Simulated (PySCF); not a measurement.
C₆H₁₂, SMILES `C1CCCCC1`.

PySCF calculation, LDA (SVWN)/6-311G**, gas phase; geometry: GFN2-xTB. No frequency check shows the geometry to be a minimum.

Input

```python
import numpy as np
from pyscf import gto, scf, dft
from pyscf.scf import atom_ks, atom_hf
from scipy.linalg import block_diag

def solve(mol, dm0=None, hcore=None):
    mf = (dft.UKS if mol.spin else dft.RKS)(mol, xc='svwn')
    mf.grids.level = 3
    mf = mf.density_fit(auxbasis='def2-universal-jkfit')
    mf.conv_tol, mf.max_cycle = 1e-8, 80
    if hcore is not None:
        mf.get_hcore = lambda *args: hcore
    mf.kernel(dm0)
    if not mf.converged:
        mf = mf.newton().run(mf.mo_coeff, mf.mo_occ, max_cycle=30)
    assert mf.converged, 'SCF not converged'
    return mf

mol = gto.M(atom='''
C     -1.41307    -0.31302     0.24161
C     -0.43546    -1.38026    -0.24161
C      0.97762    -1.06724     0.24161
C      1.41307     0.31301    -0.24161
C      0.43545     1.38026     0.24161
C     -0.97761     1.06725    -0.24161
H     -1.44489    -0.32010     1.33381
H     -2.41814    -0.53571    -0.12360
H     -0.74522    -2.36199     0.12360
H     -0.44529    -1.41135    -1.33381
H      0.99966    -1.09126     1.33381
H      1.67300    -1.82632    -0.12360
H      2.41816     0.53561     0.12360
H      1.44491     0.32004    -1.33381
H      0.74514     2.36202    -0.12360
H      0.44523     1.41137     1.33381
H     -0.99961     1.09131    -1.33381
H     -1.67294     1.82638     0.12360
''', basis='6-311g**', charge=0, spin=0, verbose=4)
mf = solve(mol)
mf.analyze()
# spherically averaged free atoms, for the promolecule
atm = atom_ks.get_atm_nrks(mol, xc='svwn')
pro = block_diag(*[(atm[a[0]][2] * atm[a[0]][3]) @ atm[a[0]][2].T for a in mol._atom])
np.savez('result.npz', e=mf.e_tot, c=mf.mo_coeff, occ=mf.mo_occ, eps=mf.mo_energy, pro=pro, dip=mf.dip_moment(verbose=0), s2=mf.spin_square()[0])
```

Command:

```sh
OMP_NUM_THREADS=1 python input.py
```

The run took 33 s on 1 thread of Intel(R) Xeon(R) Platinum 8375C CPU @ 2.90GHz (Ice Lake) (shared host), peak memory 0.33 GiB.

Partitions, critical points and surface values were worked out afterwards from this run's density.

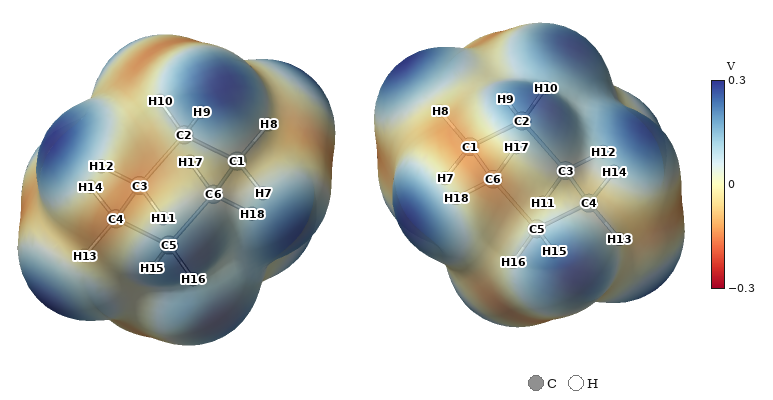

Electrostatic potential on the surface of electron density 0.001 a.u. (back view left, front view right).

Where are the extremes of the potential on the surface?

Highest: 0.30 V, 1.4 Å from H8, and at like points elsewhere. Lowest: −0.14 V, about equally far (1.7 Å) from H17 and H18, over C6 (2.1 Å), and at like points elsewhere. The surface is sampled at points, so like sites can differ by a few per cent and only the strongest of them is named.

What volume does the surface enclose, and what is the dipole moment?

About 145 Å³; the dipole moment is 0.0 D.
